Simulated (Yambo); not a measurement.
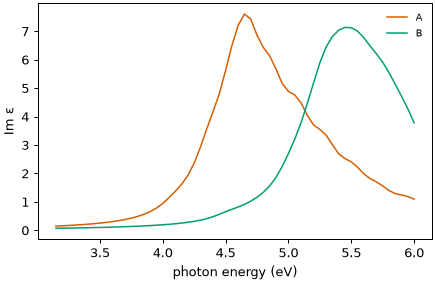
Fig. 1. Two computed absorption spectra of TiCdO₃ (space group R-3, No. 148) (Yambo, PBEsol bands with the same scissor, field along x)

Axes are Cartesian, with cell vectors (Å) (2.63, 1.52, 4.97), (-2.63, 1.52, 4.97), (0.00, -3.04, 4.97).

**Question.** Which curve includes the electron-hole attraction (BSE)?

**Answer.** Curve A: the attraction moves weight to lower energy (centre of the plotted range 4.8 eV against 5.4 eV). Settings: 4×4×4 mesh, 5 valence and 4 conduction bands, static screening with 93 bands and a 3 Ry block, scissor 1.44 eV, Tamm-Dancoff. The scissor comes from a G0W0 run whose convergence isn't established. Broadening 0.15 eV. The band window holds all transitions up to 5.6 eV; the range above that lacks some weight. On this mesh the peak heights and the fine structure are mesh artefacts; only the shift of weight is robust.

Spin-orbit coupling is not included.

Geometry of the Materials Project entry, not relaxed at this level; primitive cell a = 5.823 Å, b = 5.823 Å, c = 5.823 Å, α = 53.70°, β = 53.70°, γ = 53.70°.
